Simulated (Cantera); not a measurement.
A closed system holds: 1 mol Ti(OiPr)4, 0.38 mol N2, 0.00012 mol H2O, at 13.0 Pa.

Equilibrium computed with Cantera from the NASA thermochemical tables; the gas is ideal and each condensed phase is pure. Candidate condensed phases: C, C6H6, C7H8, C8H18, H2O, Ti, TiC, TiN, TiO, TiO2, Ti2O3, Ti3O5, Ti4O7; 139 gas species. The feed counts by its element totals alone. TiC: taken at fixed stoichiometry. The numbers say what is thermodynamically allowed, not how fast it happens.

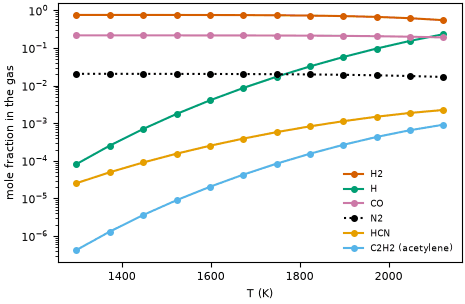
*Equilibrium gas composition (values under 1e-9 drawn at 1e-9)*

Read off the mole fractions at 1298 K.

H2 about 0.76, CO about 0.22, N2 about 0.021, H about 8.2e-5, HCN about 2.5e-5, C2H2 (acetylene) about 4.3e-7.
